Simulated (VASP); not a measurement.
Band structure of La (dhcp). Computed with PBE GGA with D3 dispersion (Becke-Johnson damping), VASP's PBE PAW potentials (set 64) (plane waves; VASP).

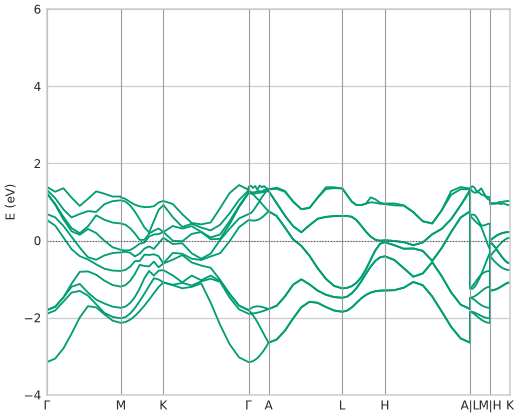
*Bands along high-symmetry lines, zero at the valence-band maximum or, without a gap, the Fermi level*

**Question.** Read the plot: is there a gap, and where are the band edges?

**Answer.** It has no gap at this level: it comes out as a metal or semimetal. (Edges off the drawn lines would not show.)

The compound is La in the dhcp structure. It was relaxed first, which changed the volume by -8 %.
